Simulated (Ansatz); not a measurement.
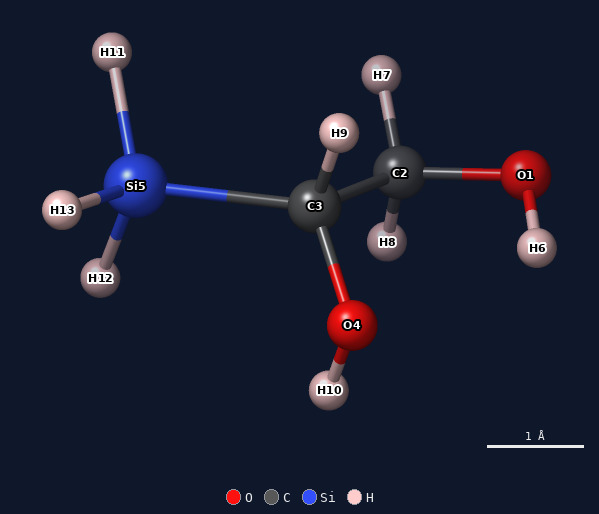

**Figure 1.** The starting structure (ball-and-stick view, seen at a tilt; atoms are numbered from 1 in the order of the input).

# Run report: C₂H₈O₂Si, geometry relaxation (part 1 of 2)

- system: C₂H₈O₂Si
- method: RKS r2SCAN-D4/6-31G (Ansatz 0.2.0)

It belongs to a series of runs on one base structure; here: start relaxed. Figures and captions count atoms from 1; the log counts them from 0 in places.

**The program's output**
```
The last accepted step is kept in [file] (removed where the run ends without a failure and the disk answers)
Engine: ansatz 0.2.0, aarch64-unknown-linux-gnu
Functional definition: r2SCAN
  parameter k0 = 0.174
  parameter k1 = 0.065
  parameter a1 = 4.9479
  exchange = r2scan_x(k0 = k0, k1 = k1, a1 = a1)
  correlation = r2scan_c
these checks for a lower state are left out or cut short: stability, starts, cluster_reference, orbital_swaps, neighbouring_geometries, increment
886 factors; integrals over basis functions are off by at most 1.6e-4 eV
mean field evaluation 1: about -14160.9884 eV, gradient 5.6e1 eV
mean field evaluation 2: about -14151.0952 eV, gradient 9.0e1 eV
mean field evaluation 4: about -14167.1699 eV, gradient 4.4e0 eV
mean field evaluation 8: about -14167.2062 eV, gradient 9.0e-2 eV
mean field evaluation 16: about -14167.2062 eV, gradient 9.0e-6 eV
mean field -14167.20622480 eV, -520.6352258839 hartree, gradient 9.0e-6 eV, S^2 0.000000; 0 other end points of the search recorded, 0 dependent functions left out
the calculation of the forces begins
reference -14167.20623357 eV, -520.6352262065 hartree; 25, 25 occupied and 40, 40 virtual orbitals, 886 factors
relax step   1: F+E_penalty+E_count = -14167.26968821 eV  Δ(F+E_penalty+E_count) = +0.000e0 eV  max|allowed force component| = 3.252e0 eV/Å  Δτ_max = 0.0000 Å  (14 SCF iters, accepted)
these checks for a lower state are left out or cut short: stability, starts, cluster_reference, orbital_swaps, neighbouring_geometries, increment
886 factors; integrals over basis functions are off by at most 1.6e-4 eV
mean field -14167.57486329 eV, -520.6487730988 hartree, gradient 1.6e-6 eV, S^2 0.000000; 0 other end points of the search recorded, 0 dependent functions left out
the calculation of the forces begins
reference -14167.57487214 eV, -520.6487734240 hartree; 25, 25 occupied and 40, 40 virtual orbitals, 886 factors
relax step   2: F+E_penalty+E_count = -14167.63790399 eV  Δ(F+E_penalty+E_count) = -3.682e-1 eV  max|allowed force component| = 9.643e-1 eV/Å  Δτ_max = 0.0874 Å  (19 SCF iters, accepted)
these checks for a lower state are left out or cut short: stability, starts, cluster_reference, orbital_swaps, neighbouring_geometries, increment
886 factors; integrals over basis functions are off by at most 1.7e-4 eV
mean field -14167.62748615 eV, -520.6507069532 hartree, gradient 3.0e-6 eV, S^2 0.000000; 0 other end points of the search recorded, 0 dependent functions left out
the calculation of the forces begins
reference -14167.62749501 eV, -520.6507072788 hartree; 25, 25 occupied and 40, 40 virtual orbitals, 886 factors
relax step   3: F+E_penalty+E_count = -14167.69043192 eV  Δ(F+E_penalty+E_count) = -5.253e-2 eV  max|allowed force component| = 2.717e-1 eV/Å  Δτ_max = 0.0580 Å  (18 SCF iters, accepted)
these checks for a lower state are left out or cut short: stability, starts, cluster_reference, orbital_swaps, neighbouring_geometries, increment
886 factors; integrals over basis functions are off by at most 1.7e-4 eV
mean field evaluation 32: about -14167.6503 eV, gradient 7.3e-3 eV
mean field -14167.63434549 eV, -520.6509590293 hartree, gradient 3.0e-6 eV, S^2 0.000000; 0 other end points of the search recorded, 0 dependent functions left out
the calculation of the forces begins
reference -14167.63435436 eV, -520.6509593551 hartree; 25, 25 occupied and 40, 40 virtual orbitals, 886 factors
relax step   4: F+E_penalty+E_count = -14167.69727789 eV  Δ(F+E_penalty+E_count) = -6.846e-3 eV  max|allowed force component| = 1.353e-1 eV/Å  Δτ_max = 0.0383 Å  (18 SCF iters, accepted)
these checks for a lower state are left out or cut short: stability, starts, cluster_reference, orbital_swaps, neighbouring_geometries, increment
886 factors; integrals over basis functions are off by at most 1.7e-4 eV
mean field -14167.63817221 eV, -520.6510996587 hartree, gradient 3.1e-6 eV, S^2 0.000000; 0 other end points of the search recorded, 0 dependent functions left out
the calculation of the forces begins
reference -14167.63818107 eV, -520.6510999844 hartree; 25, 25 occupied and 40, 40 virtual orbitals, 886 factors
relax step   5: F+E_penalty+E_count = -14167.70111917 eV  Δ(F+E_penalty+E_count) = -3.841e-3 eV  max|allowed force component| = 5.910e-2 eV/Å  Δτ_max = 0.0616 Å  (18 SCF iters, accepted)
these checks for a lower state are left out or cut short: stability, starts, cluster_reference, orbital_swaps, neighbouring_geometries, increment
886 factors; integrals over basis functions are off by at most 1.7e-4 eV
mean field -14167.63930357 eV, -520.6511412353 hartree, gradient 3.3e-6 eV, S^2 0.000000; 0 other end points of the search recorded, 0 dependent functions left out
the calculation of the forces begins
reference -14167.63931242 eV, -520.6511415604 hartree; 25, 25 occupied and 40, 40 virtual orbitals, 886 factors
relax step   6: F+E_penalty+E_count = -14167.70226257 eV  Δ(F+E_penalty+E_count) = -1.143e-3 eV  max|allowed force component| = 3.683e-2 eV/Å  Δτ_max = 0.0475 Å  (18 SCF iters, accepted)
these checks for a lower state are left out or cut short: stability, starts, cluster_reference, orbital_swaps, neighbouring_geometries, increment
886 factors; integrals over basis functions are off by at most 1.7e-4 eV
mean field -14167.64007794 eV, -520.6511696930 hartree, gradient 3.4e-6 eV, S^2 0.000000; 0 other end points of the search recorded, 0 dependent functions left out
the calculation of the forces begins
reference -14167.64008679 eV, -520.6511700181 hartree; 25, 25 occupied and 40, 40 virtual orbitals, 886 factors
relax step   7: F+E_penalty+E_count = -14167.70305053 eV  Δ(F+E_penalty+E_count) = -7.880e-4 eV  max|allowed force component| = 3.124e-2 eV/Å  Δτ_max = 0.0873 Å  (18 SCF iters, accepted)
these checks for a lower state are left out or cut short: stability, starts, cluster_reference, orbital_swaps, neighbouring_geometries, increment
886 factors; integrals over basis functions are off by at most 1.7e-4 eV
mean field evaluation 64: about -14167.6403 eV, gradient 1.9e-6 eV
mean field -14167.64030772 eV, -520.6511781371 hartree, gradient 1.9e-6 eV, S^2 0.000000; 0 other end points of the search recorded, 0 dependent functions left out
the calculation of the forces begins
reference -14167.64031656 eV, -520.6511784621 hartree; 25, 25 occupied and 40, 40 virtual orbitals, 886 factors
relax step   8: F+E_penalty+E_count = -14167.70328234 eV  Δ(F+E_penalty+E_count) = -2.318e-4 eV  max|allowed force component| = 1.556e-2 eV/Å  Δτ_max = 0.0103 Å  (13 SCF iters, accepted)
```

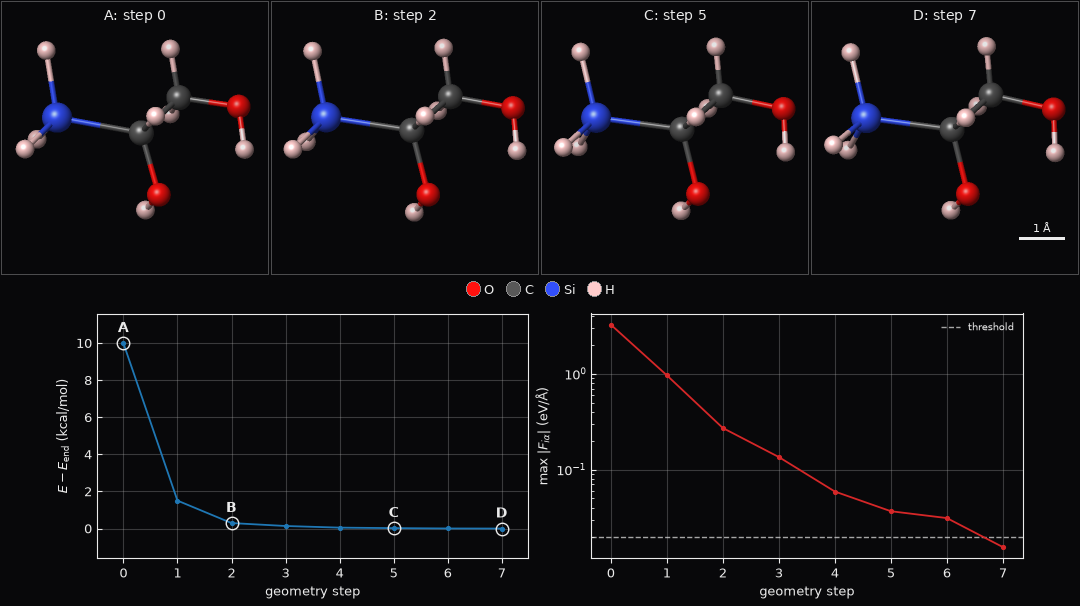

**Figure 2.** Frames of the relaxation (ball-and-stick view, seen at a tilt) above the curves, on which the letters mark them (the first geometry is step 0 here and step 1 in the log).

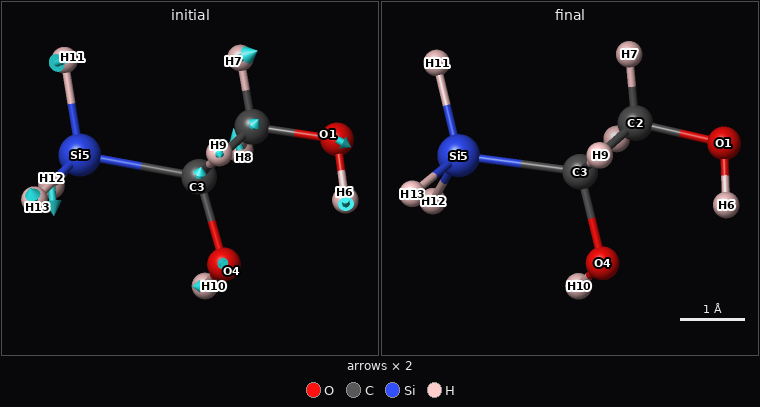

**Figure 3.** Before (left) and after (right) the relaxation, at one scale (ball-and-stick view, seen at a tilt). The teal arrows give the displacements, magnified 2 times. After 7 geometry steps the energy has fallen by 10.00 kcal/mol. The largest force component goes from 3.3 to 0.016 eV/Å. The largest moves after the best rigid fit, 0.24 Å, are those of H11 and H12. Largest moves by element: H 0.24 Å, O 0.13 Å, C 0.10 Å, Si 0.02 Å. Among the contacts that change: O1–C2 1.381 → 1.449 Å, C3–H9 1.157 → 1.096 Å, Si5–H13 1.441 → 1.499 Å, Si5–H12 1.450 → 1.508 Å. Among the angles that change: C3–O4–H10 102.9° → 108.9°, O4–C3–Si5 116.2° → 110.7°, Si5–C3–H9 105.9° → 110.0°. (Atoms are counted from 1 in the order of the input.)

```
Total energy: -14167.70329118 eV, -520.6534927367 hartree
Atom 0 at    -1.094368     1.888739     1.081095 Å, force    -0.002985    -0.007095    -0.008954 eV/Å
Atom 1 at    -0.800441     0.479499     0.916226 Å, force    -0.006126    -0.000603     0.003171 eV/Å
Atom 2 at     0.401554     0.312898    -0.006305 Å, force     0.015562     0.007579     0.005098 eV/Å
Atom 3 at     0.122329     1.059432    -1.259497 Å, force     0.001793    -0.003633    -0.000223 eV/Å
Atom 4 at     0.902432    -1.518300    -0.397390 Å, force    -0.015382    -0.008334    -0.003056 eV/Å
Atom 5 at    -0.986778     2.295286     0.190857 Å, force     0.003780     0.001883     0.004707 eV/Å
Atom 6 at    -0.596542     0.082640     1.915310 Å, force     0.001564     0.000316    -0.001517 eV/Å
Atom 7 at    -1.673332    -0.058015     0.500009 Å, force     0.004217     0.002242     0.003479 eV/Å
Atom 8 at     1.255149     0.851812     0.419515 Å, force    -0.003642     0.003702     0.004060 eV/Å
Atom 9 at    -0.534374     0.557317    -1.790183 Å, force    -0.002866    -0.001856    -0.003319 eV/Å
Atom 10 at     0.961238    -2.348687     0.855837 Å, force     0.004099     0.006607    -0.006186 eV/Å
Atom 11 at    -0.160828    -2.079848    -1.306798 Å, force     0.012769    -0.000594    -0.000546 eV/Å
Atom 12 at     2.224460    -1.557373    -1.103676 Å, force    -0.012784    -0.000214     0.003285 eV/Å
Dipole moment:    -0.006610    -0.463900    -0.232281 e Å
Checks for a lower state left out: stability, starts, cluster_reference, orbital_swaps, neighbouring_geometries, increment
```

**Trajectory as extended XYZ (Å, eV, eV/Å), 8 frames, from step=1 to step=8**
```
13
Properties=species:S:1:pos:R:3:forces:R:3 step=1 energy=-14167.26969
O    -1.0456    1.7745    1.1044   -0.2584   3.2518  -0.0852
C    -0.8472    0.4336    0.8386    1.4890  -0.6948   0.1381
C     0.3504    0.3033   -0.0912    2.4799   0.1154   2.5194
O     0.1853    1.1108   -1.2621   -1.8174  -0.5478  -1.5188
Si    0.9047   -1.5024   -0.3814   -0.1807   0.0729   0.9310
H    -0.8494    2.3068    0.2696   -0.2339  -0.6304   0.8809
H    -0.6732   -0.0632    1.8056   -0.0724  -0.1300  -0.3293
H    -1.7031    0.0461    0.3554   -1.4543  -1.1540  -0.6619
H     1.2311    0.8221    0.4505   -1.1569  -0.7108  -0.6356
H    -0.5742    0.6445   -1.7539    0.9739   0.9775   0.0761
H     1.1070   -2.1861    0.9546    0.0313   0.1062  -0.1743
H    -0.1633   -2.1842   -1.0869   -0.7920  -0.5807  -0.5602
H     2.0980   -1.5404   -1.1882    0.9920  -0.0752  -0.5801
13
Properties=species:S:1:pos:R:3:forces:R:3 step=2 energy=-14167.63790
O    -1.0872    1.8505    1.1159    0.0145   0.9643  -0.0773
C    -0.8418    0.4764    0.8528    0.5152  -0.7644   0.0646
C     0.3894    0.3010   -0.0392    0.3790   0.2863   0.8267
O     0.1640    1.0833   -1.2507   -0.4881  -0.0320  -0.8660
Si    0.9027   -1.5235   -0.4040   -0.0233  -0.0095   0.4791
H    -0.9057    2.3628    0.2876   -0.0757  -0.2803   0.2216
H    -0.6722   -0.0176    1.8156   -0.1286   0.0433   0.0459
H    -1.7042    0.0084    0.3680   -0.3326  -0.2190  -0.1455
H     1.2384    0.8138    0.4745   -0.3845  -0.2544  -0.4018
H    -0.5457    0.6241   -1.7804    0.4719   0.3791   0.2449
H     1.1234   -2.2076    0.9187    0.0082  -0.0692  -0.0395
H    -0.1856   -2.2299   -1.1370   -0.2269  -0.0688  -0.1600
H     2.1451   -1.5763   -1.2070    0.2708   0.0245  -0.1927
```
